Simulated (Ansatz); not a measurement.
CH₇FSi: several calculations on one system

**1. Relaxation**

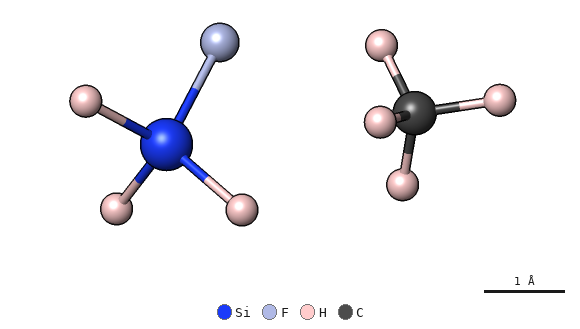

Starting structure of CH7FSi. The picture is a ball-and-stick view, seen at a tilt.

The run prepares an end point of a later path (reaction) calculation, from a guessed geometry.

These are results of RKS B3LYP-D4/def2-TZVP in Ansatz 0.2.0, not measurements.

Input
```yaml
crystal:
  periodic: [false, false, false]
  atoms:
    - { symbol: Si, position_ang: [-0.738744, 0.704027, -1.237598] }
    - { symbol: F, position_ang: [0.895659, 0.872532, -1.179352] }
    - { symbol: H, position_ang: [-1.032487, 0.095307, -2.552487] }
    - { symbol: H, position_ang: [-1.293746, -0.140428, -0.182167] }
    - { symbol: H, position_ang: [-1.301622, 2.06716, -1.151932] }
    - { symbol: H, position_ang: [1.381382, -0.0778, 0.721256] }
    - { symbol: C, position_ang: [0.689802, -0.71236, 1.248901] }
    - { symbol: H, position_ang: [-0.118743, -0.12725, 1.679836] }
    - { symbol: H, position_ang: [1.230235, -1.203471, 2.061929] }
    - { symbol: H, position_ang: [0.288464, -1.477718, 0.591714] }
basis:
  gaussian: { orbitals: def2-TZVP }
hamiltonian:
  xc: b3lyp
  dispersion: d4
relax:
  f_tol: 0.03
  max_steps: 50
```

Launched with:
```bash
ansatz run input.yaml --threads 4 --pin off --max-ram 5120MiB --backend cpu --events-out ev --progress --plain --runs-dir out
```

Question: Where does the relaxation end?

Answer: Over 5 geometry steps the energy falls by 0.267 eV. The largest force component goes from 1.1 to 0.0033 eV/Å. The atom that moves furthest after the best rigid fit is H10 (0.61 Å). Largest moves by element: H 0.61 Å, Si 0.45 Å, C 0.44 Å, F 0.31 Å. Some distances before and after: Si1–F2 1.644 → 1.607 Å, Si1–H4 1.461 → 1.476 Å, H6–C7 1.077 → 1.089 Å. Bond angles that change, for instance: F2–Si1–H4 114.3° → 108.4°, F2–Si1–H3 105.7° → 108.1°. The run took 14 s on 4 threads of Arm Neoverse N1, with other jobs on the host, peak memory 0.26 GiB.

History of the run:

```
step  E − E(0), eV  largest force component, eV/Å
   0        0.0000                         1.0955
   1       -0.1973                         0.7657
   2       -0.2493                         0.3023
   3       -0.2652                         0.1227
   4       -0.2666                         0.0547
   5       -0.2670                         0.0033
```

The structure at the end:

```xyz
10

Si   -0.9018    0.9242   -1.5960
F     0.6886    1.0004   -1.3778
H    -1.1552    0.3494   -2.9332
H    -1.4757    0.0649   -0.5420
H    -1.4448    2.2952   -1.5053
H     1.3336   -0.2708    0.8623
C     0.8588   -0.9259    1.5905
H     0.0494   -0.3926    2.0881
H     1.5916   -1.2434    2.3313
H     0.4557   -1.8014    1.0824
```

After the run, drawn alike:

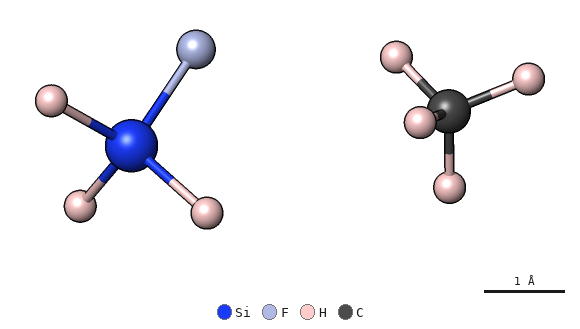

**2. Relaxation**

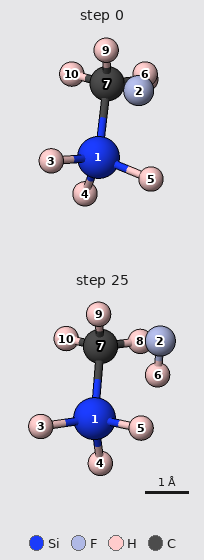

The structure of CH$_{7}$FSi before (top) and after (bottom) a relaxation, at one scale.

Style: ball-and-stick. Shown from a free direction.

The run prepares an end point of a later path (reaction) calculation, from a guessed geometry.

Computed with RKS B3LYP-D4/def2-TZVP in Ansatz 0.2.0. Settings: no spin polarisation; force threshold 0.03 eV/Å; at most 50 steps.

> What changed between the two?

After 19 accepted moves (25 points after the start) the energy has fallen by 0.194 eV. The largest force component goes from 0.95 to 0.013 eV/Å. The line search rejected the trial steps at points 2, 8, 12, 17, 20, 22 of the run. H6 moves most after the best rigid fit: 1.01 Å. By element the largest moves are H 1.01 Å, F 0.63 Å, C 0.23 Å, Si 0.15 Å. Near-neighbour distances that change, for instance: F2–H6 0.911 → 0.932 Å, Si1–H5 1.478 → 1.497 Å, Si1–C7 1.877 → 1.870 Å. Among the angles between lasting bonds that change: Si1–C7–H9 115.7° → 110.7°, H4–Si1–C7 107.1° → 112.2°, H9–C7–H10 104.8° → 108.3°. The run took 55 s on 4 threads of Arm Neoverse N1, with other jobs on the host, peak memory 0.26 GiB.

**3. Path**

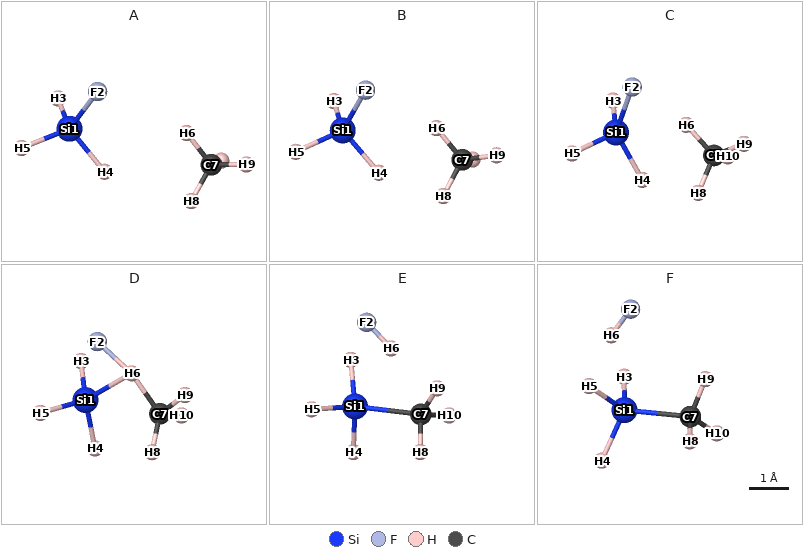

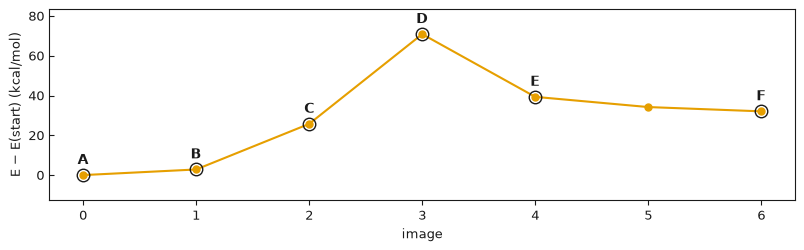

A search for the minimum-energy path of CH₇FSi, made up at the start of SiH₃F and CH4 by the nudged elastic band. Images are numbered from 0 (start) to 6 (end). Frames A to F are images 0, 1, 2, 3, 4, 6. A ball-and-stick model, seen at a tilt.

All numbers below come from RKS B3LYP-D4/def2-TZVP in Ansatz. Set-up: 5 movable images; climbing image; force threshold 0.03 eV/Å; iteration limit 60; starting path through a guess of the saddle point.

Describe the mechanism and the energy profile.

Answer. The highest point, image 3, lies 70.9 kcal/mol above the start and 38.8 kcal/mol above the end; the end is at +32.0 kcal/mol relative to the start. Breaking: H6–C7 (1.09 → 1.32 at the top → 3.18 Å), Si1–F2 (1.61 → 1.99 at the top → 3.50 Å). Forming: F2–H6 (2.66 → 1.22 at the top → 0.93 Å), Si1–C7 (4.08 → 2.15 at the top → 1.87 Å). The band converged in 14 iterations. The largest component of the band force went from 16 to 0.023 eV/Å. The climbing image converged on the top of the path. Its vibrational analysis gives one imaginary mode (1066i cm⁻¹), as a transition state must have.

Limits of the set-up: the start holds two separate molecules, 2.7 Å apart at their closest, whose relative position is a soft coordinate.

The run took 2.5 min on 4 threads of Arm Neoverse N1, with other jobs on the host, peak memory 0.27 GiB.
